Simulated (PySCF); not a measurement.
# SO₂H: relaxation and vibrations of the doublet

Where does doublet SO₂H go from a T-shaped (ligand arrangement 1) start, is the end point a minimum, and what are its modes, charges and moments?

Program: PySCF 2.14.0. Level of theory: PBE0, basis S def2-TZVP, O def2-TZVP, H def2-TZVP, no relativity, density fitting. These are calculated values, not measurements.

## Step 1: Starting geometry

4 atoms, charge 0, spin multiplicity 2.

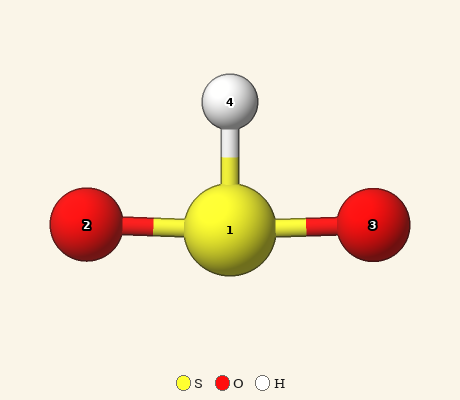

As it starts; sulfur yellow, oxygen red, hydrogen white; atoms are numbered from 1 in the order of the file.

Coordinates in bohr (charge 0 multiplicity 2):
```
S     0.0000    0.0000    0.0000
O     2.8518    0.0000    0.0996
O    -2.8518    0.0000    0.0996
H     0.0000    0.0000    2.5511
```

## Step 2: Finding the electronic state

The steps below are one call of a driver around PySCF. For each, scf.py gives the equivalent set-up of the SCF; relaxations use the driver's own optimiser. After this first run the driver tries any further starts and a stability analysis.

scf.py

```python
from pyscf import gto, scf, dft
mol = gto.M(atom='''
S      0.000000     0.000000     0.000000
O      1.509100     0.000000     0.052700
O     -1.509100     0.000000     0.052700
H      0.000000     0.000000     1.350000''',
    basis={'S': 'def2-TZVP', 'O': 'def2-TZVP', 'H': 'def2-TZVP'},
    charge=0, spin=1)
mf = dft.UKS(mol, xc='PBE0')
mf.grids.atom_grid = (50, 194)
aux = {'S': 'def2-universal-JKFIT', 'O': 'def2-universal-JKFIT', 'H': 'def2-universal-JKFIT'}
mf = mf.density_fit(auxbasis=aux)
mf.conv_tol = 1e-08
mf.diis_space = 10
mf.max_cycle = 60
mf.init_guess = 'minao'
mf.verbose = 4
mf.kernel()
```

The run is started by

```bash
$ OMP_NUM_THREADS=4 python axn.py task.json out
```

The runs that follow: T-shaped (ligand arrangement 1) start, doublet: relaxation; Hessian and properties; Downhill along the imaginary mode; Vibrations and properties at this point.

Q: Predict the outcome of this session. Wanted: minimum; geometry; wavenumbers; dipole moment; highest occupied, lowest empty level; polar-tensor charge of S1; zero-point energy; atomisation energy; ⟨S²⟩.

The runs gave:

```
                                          quantity                                                            value
                                           minimum                                                      doublet, Cs
                                          geometry   S–H 1.381 Å, S–O 1.447 Å (×2); H–S–O 105.7° (×2), O–S–O 123.2°
                                wavenumbers (cm⁻¹)  472 (a'), 823 (a'), 999 (a''), 1121 (a'), 1341 (a''), 2335 (a')
                                     dipole moment                                                           2.55 D
highest occupied, lowest empty level (either spin)                                                  -7.93, -4.10 eV
                         polar-tensor charge of S1                                                          +1.06 e
                                 zero-point energy                                                      42.4 kJ/mol
                               entropy at 298.15 K                                                  263.0 J/(mol K)
         atomisation energy (no zero-point energy)                                                      1167 kJ/mol
                                              ⟨S²⟩                                                            0.757
```

In words: From C2v at the start the molecule goes to a Cs minimum, after a stop at a saddle point 196.7 kJ/mol higher, from which it was pushed off along an imaginary mode. The strongest infrared band lies at 1341 cm⁻¹ (a'', stretch). Other starts or spin states, not run here, may lie lower.
